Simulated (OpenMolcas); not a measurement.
How basis sets differ on SiH4Se (SMILES [SiH3][SeH])

SiH4Se: 6 atoms, total charge 0, spin state singlet. SMILES: `[SiH3][SeH]`. The shape is that of a PBE0-D4/def2-TZVP optimisation.

| atom | x (Å) | y (Å) | z (Å) |
| --- | --- | --- | --- |
| Si | -0.2447 | -0.2345 | -0.4746 |
| Se | 0.8987 | -0.2521 | 1.4969 |
| H | -1.6055 | 0.3342 | -0.3087 |
| H | -0.3369 | -1.6596 | -0.8734 |
| H | 0.4799 | 0.5378 | -1.5143 |
| H | 0.8506 | 1.2103 | 1.6279 |

Each level gives the dipole moment (D). The values are calculated.

| level | kind | program | value (D) |
| --- | --- | --- | --- |
| HF/STO-3G | Hartree–Fock | OpenMolcas | 2.04 |
| HF/3-21G | Hartree–Fock | OpenMolcas | 1.59 |
| HF/pc-1 | Hartree–Fock | OpenMolcas | 1.24 |
| HF/def2-SVP | Hartree–Fock | OpenMolcas | 1.18 |

All-electron rows without a relativistic Hamiltonian named are non-relativistic. The values span 1.18 to 2.04 D. Sets without polarisation functions give poor dipoles.

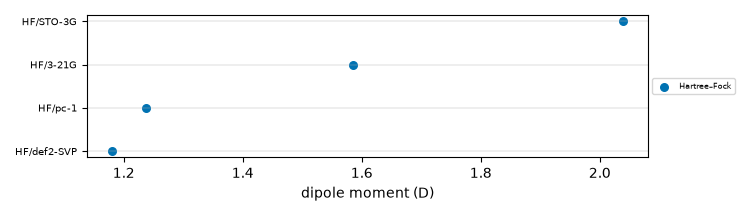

The values of the table, level by level.
